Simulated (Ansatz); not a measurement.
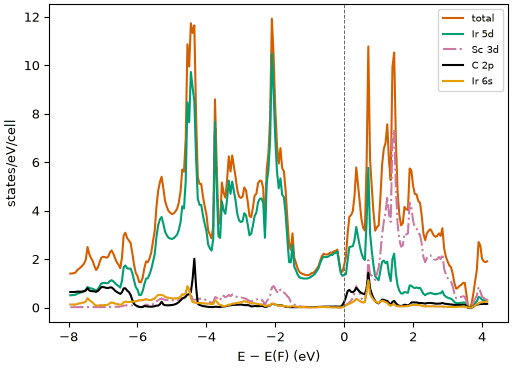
Total and projected density of states of ScIr₃C (anti-perovskite, Pm-3m), PBE (plane waves, PAW; program Ansatz)

Which orbitals carry the states next to the Fermi level?

Within 0.5 eV of the Fermi level: Ir 5d 73 %, C 2p 12 %, Sc 3d 7 %. Projections are on Löwdin-orthogonalised atomic valence shells; empty p or d shells of many metals are not among them.

Where is the tallest occupied peak in this window, and what makes it?

Near -2.1 eV, about 12 states/eV per cell; the largest projected share is Ir 5d.

The start of the workflow was typed in or built on a structure type; neither database checked (COD, Materials Project) lists it. Its standing as an ambient phase is unchecked. Symmetry was held in the PBE relaxation; its stability against distortions is not shown here. The run is not spin-polarised. Scalar-relativistic: spin–orbit coupling is off unless named, which matters more the heavier the elements.

Potentials: the earlier of the program's two PAW sets.
